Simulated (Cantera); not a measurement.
Charge: 1 mol Si, 26 mol HCl, at 1000 Pa.

These are equilibrium values from Cantera (NASA tables, ideal gas, pure condensed phases), not measurements of a reactor. Candidate condensed phases: Si; 19 gas species. The tables' values for SiCl3 are old estimates; treat these amounts as uncertain. Kinetics and transport are ignored.

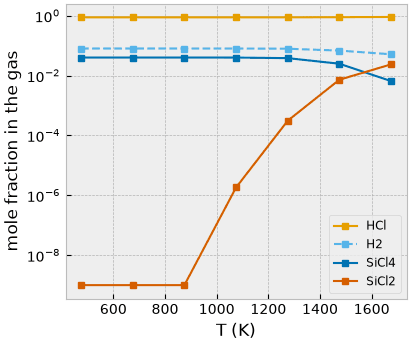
Figure. Equilibrium gas composition (values under 1e-9 drawn at 1e-9)

From 475 K to 1675 K nothing is condensed. The main Si-bearing gas is SiCl4 at 475 K and SiCl2 at 1675 K.
